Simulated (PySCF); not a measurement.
MgSb (quartet)

```yaml
atoms:
  - { symbol: Mg, position_ang: [0.0000, 0.0000, -2.4091] }
  - { symbol: Sb, position_ang: [0.0000, 0.0000, 0.4779] }
```

Core potentials replace the inner electrons of Sb.

These are results of PBE0/def2-SVP, non-relativistic Hamiltonian with scalar-relativistic core potentials where named, at a bond length of 2.887 Å in PySCF, not measurements.

Predict the electron density, electron localisation function and spin density between the atoms.

Answer. Mg–Sb (2.89 Å): the density is about 0.27 e/Å³ at the midpoint; the ELF peaks at about 0.80 in the valence shell of Sb, 1.5 Å from its nucleus, and is about 0.80 at the midpoint.
The unpaired spin (3 electrons) lies mostly on Sb2 (about 2.2) and Mg1 (about 0.8), in electrons by Hirshfeld's partition.

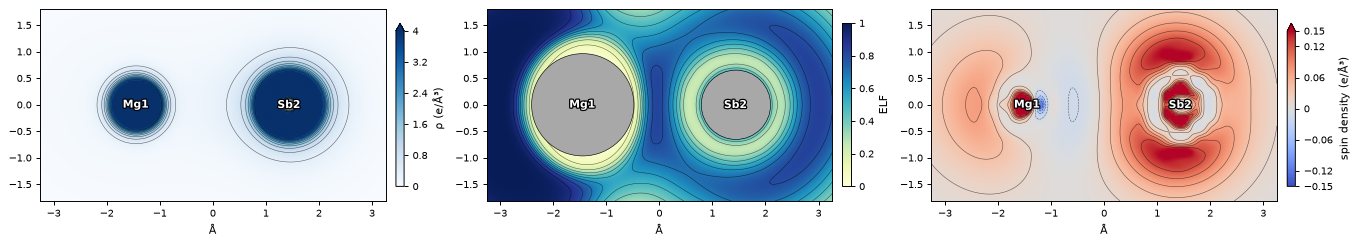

Computed electron density, electron localisation function and spin density on a plane that holds the molecular axis, in this order. Grey discs cover the atomic cores in the ELF map. 
